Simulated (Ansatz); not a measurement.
# Direct or indirect: KZnF3 (Pm-3m)

```
Zn K F
1.0
     4.05000    0.00000    0.00000
     0.00000    4.05000    0.00000
     0.00000    0.00000    4.05000
Zn K F
1 1 3
Cartesian
  2.0250 2.0250 2.0250
  0.0000 0.0000 0.0000
  2.0250 0.0000 2.0250
  0.0000 2.0250 2.0250
  2.0250 2.0250 0.0000
```

Method: Ansatz, PBE, independent particles, without spin-orbit coupling, line width 0.2 eV (Gaussian). The band structure gives a fundamental gap of 3.86 eV. The spectrum of vertical transitions near the edge:

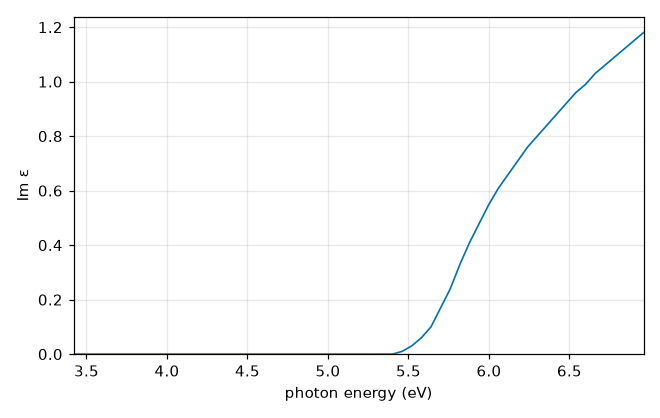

Problem. Is the gap direct or indirect, and about where do vertical transitions set in?

Solution. Indirect, by the band path, whose least direct gap is 5.69 eV. The curves fit this: they stay near zero above 3.86 eV and rise only from about 5.7 eV, though a forbidden direct transition would look alike. Lines are broadened by 0.2 eV, which spreads the edge, and phonons, which would give weak absorption from the fundamental gap up, are left out.

[Logs are printed without paths, hosts, clocks, repeated set-up lines and the standing remarks that a program may print on its own settings, such as how far it seeks lower states.]
